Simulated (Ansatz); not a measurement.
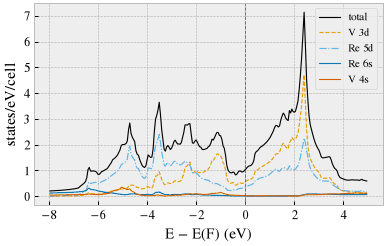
Total and projected density of states of VRe in space group Cmmm (No. 65; V on 2c, Re on 2a), the program Ansatz at the r²SCAN level (PAW)

Problem. Which orbitals carry the states next to the Fermi level?

Solution. Within 0.5 eV of the Fermi level: V 3d 55 %, Re 5d 34 %, outside the projected shells 7 %. Projections are on Löwdin-orthogonalised atomic valence shells; empty p or d shells of many metals are not among them.

Problem. Where is the tallest occupied peak in this window, and what makes it?

Solution. Near -3.5 eV, about 3.6 states/eV per cell; the largest projected share is Re 5d.

The first step of the workflow began from a Materials Project structure, measured or hypothetical; the Crystallography Open Database copy checked does not list it. With V and Re taken as one species the cell has the higher symmetry Im-3m, so it may be an ordered model of a mixed-site phase. Its standing as an ambient phase is unchecked. The cell was relaxed with r²SCAN under the symmetry of its start; whether a distortion lowers the energy is not shown. No spin polarisation was allowed. Spin–orbit coupling is left out wherever it is not named.

Potentials: the later of the program's two PAW sets.
